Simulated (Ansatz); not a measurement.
# U-wB97M-V/aug-cc-pVDZ run of CH3BCl (SMILES C[B]Cl)

Aim: the vertical ionisation energy of CH3BCl at U-wB97M-V/aug-cc-pVDZ, from 2 runs. 

Program for the calculation: Ansatz 0.2.0.

70 further runs of the same task are left out: 70 set aside as unsound or not needed.

**1. Starting point**

CH3BCl: 6 atoms, total charge 0, spin state doublet. SMILES: `C[B]Cl`. The coordinates come from a PBE0-D4/def2-TZVP relaxation.

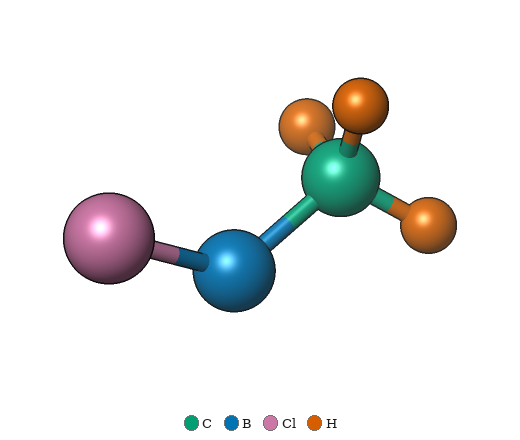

The structure, seen from a chosen angle (carbon teal, boron blue, chlorine pink, hydrogen orange).

**2. The energy at U-wB97M-V/aug-cc-pVDZ**

The input, job.yaml:

```yaml
crystal:
  periodic: [false, false, false]
  atoms:
    - {symbol: C, position_ang: [-0.289900, 0.325200, -0.312400]}
    - {symbol: B, position_ang: [0.195300, -1.059500, 0.167700]}
    - {symbol: Cl, position_ang: [1.467800, -1.355700, 1.297800]}
    - {symbol: H, position_ang: [-1.073500, 0.641700, 0.390700]}
    - {symbol: H, position_ang: [0.494200, 1.088800, -0.289700]}
    - {symbol: H, position_ang: [-0.752000, 0.295400, -1.300400]}
basis:
  gaussian:
    orbitals: aug-cc-pVDZ
hamiltonian:
  xc: {name: wB97M-V}
magnetization:
  spin_polarized: true
  initial_magnetization: 1
output:
  orbitals: {seedname: orbitals}
accuracy: high
```

On the command line:

```sh
$ ansatz run job.yaml --threads 1 --pin off --max-ram 3480MiB --events-out events.jsonl --progress --plain --runs-dir runs
```

Standard output:

```text
Warning: RAYON_NUM_THREADS=1 ignored (pool sized by the plan → 1); use --threads N
Functional definition: wB97M-V
  name "wB97M-V"
  parameter omega = 0.3/bohr
  parameter cx = 0.15
  parameter cx01 = 1.007
  parameter cx10 = 0.259
  parameter css00 = 0.443
  parameter css04 = -1.437
  parameter css10 = -4.535
  parameter css20 = -3.390
  parameter css43 = 4.278
  parameter cos00 = 1.000
  parameter cos10 = 1.358
  parameter cos20 = 2.924
  parameter cos21 = -8.812
  parameter cos60 = -1.390
  parameter cos61 = 9.142
  parameter b = 6.0
  parameter c = 0.01
  gx(w, u) = 1 - cx + cx01*u + cx10*w
  gss(w, u) = css00 + css04*u^4 + css10*w + css20*w^2 + css43*w^4*u^3
  gos(w, u) = cos00 + cos10*w + (cos20 + cos21*u)*w^2 + (cos60 + cos61*u)*w^6
  exchange = spin_sum(e_x_unif_sr(omega)*gx(b97_w, b97_u_x)) + cx*exact_x_sr(omega) + exact_x_lr(omega)
  correlation = spin_sum(e_c_pw_mod_same_spin*gss(b97_w, b97_u_same))
      + integral(e_c_pw_mod_opposite_spin*gos(b97_w_opposite, b97_u_opposite)) + vv10(b, c)
1975 factors; integrals over basis functions are off by at most 3.8e-9 eV
478 factors; integrals over basis functions are off by at most 1.9e-9 eV
mean field evaluation 1: about -14278.9862 eV, gradient 2.7e1 eV
mean field evaluation 2: about -14280.7520 eV, gradient 1.9e1 eV
mean field evaluation 4: about -14282.5308 eV, gradient 7.5e-1 eV
mean field evaluation 8: about -14282.5845 eV, gradient 2.9e-2 eV
mean field evaluation 16: about -14282.5845 eV, gradient 2.8e-4 eV
mean field -14282.58449949 eV, -524.8752992727 hartree, gradient 6.9e-8 eV, S^2 0.751762; 0 other end points of the search recorded, 0 dependent functions left out
reference -14282.58450646 eV, -524.8752995288 hartree; 16, 15 occupied and 84, 85 virtual orbitals, 1975 factors
Total energy: -14282.58450646 eV, -524.8752995288 hartree
```

Wall time 89 s (1 thread of Arm Neoverse V1, shared host); peak memory 0.93 GiB.

**3. The singlet cation, same level**

The input, run.yaml:

```yaml
crystal:
  periodic: [false, false, false]
  atoms:
    - symbol: C
      position_ang: [-0.289900, 0.325200, -0.312400]
    - symbol: B
      position_ang: [0.195300, -1.059500, 0.167700]
    - symbol: Cl
      position_ang: [1.467800, -1.355700, 1.297800]
    - symbol: H
      position_ang: [-1.073500, 0.641700, 0.390700]
    - symbol: H
      position_ang: [0.494200, 1.088800, -0.289700]
    - symbol: H
      position_ang: [-0.752000, 0.295400, -1.300400]
basis:
  gaussian: {orbitals: aug-cc-pVDZ}
total_charge: 1
hamiltonian: {xc: {name: wB97M-V}}
accuracy: high
output: {orbitals: {seedname: orbitals}}
```

On the command line:

```sh
$ ansatz run run.yaml --threads 1 --pin off --max-ram 3480MiB --events-out events.jsonl --progress --plain --runs-dir runs
```

Standard output (excerpt; [...] marks lines left out):

```text
Warning: RAYON_NUM_THREADS=1 ignored (pool sized by the plan → 1); use --threads N
[... 2 set-up lines as earlier in the session ...]
[...]
  gx(w, u) = 1 - cx + cx01*u + cx10*w
  gss(w, u) = css00 + css04*u^4 + css10*w + css20*w^2 + css43*w^4*u^3
  gos(w, u) = cos00 + cos10*w + (cos20 + cos21*u)*w^2 + (cos60 + cos61*u)*w^6
[...]
      + integral(e_c_pw_mod_opposite_spin*gos(b97_w_opposite, b97_u_opposite)) + vv10(b, c)
1975 factors; integrals over basis functions are off by at most 3.8e-9 eV
478 factors; integrals over basis functions are off by at most 1.9e-9 eV
[...]
mean field -14274.69657760 eV, -524.5854234898 hartree, gradient 1.6e-8 eV, S^2 0.000000; 0 other end points of the search recorded, 0 dependent functions left out
reference -14274.69658842 eV, -524.5854238877 hartree; 15, 15 occupied and 85, 85 virtual orbitals, 1975 factors
Total energy: -14274.69658842 eV, -524.5854238877 hartree
```

Run time: 57 s. Hardware: 1 thread of Arm Neoverse V1, shared host; peak memory 0.53 GiB.

**4. What came out**

At U-wB97M-V/aug-cc-pVDZ:

| quantity | value |
| --- | --- |
| doublet CH3BCl: total energy | -524.87530 Eh |
| doublet CH3BCl: HOMO energy (highest over α and β) | -7.57 eV |
| doublet CH3BCl: LUMO energy (lowest over α and β) | -0.21 eV |
| doublet CH3BCl: ⟨S²⟩ | 0.752 |
| singlet cation: total energy | -524.58542 Eh |
| singlet cation: HOMO energy | -18.64 eV |
| singlet cation: LUMO energy | -8.13 eV |
| singlet cation: HOMO–LUMO gap | 10.51 eV |
| vertical ionisation energy (to the singlet cation) | 7.888 eV |

In words: Removing an electron at fixed nuclei costs 7.89 eV (761 kJ/mol). Only the singlet of the ionised species was computed; a triplet could lie lower.
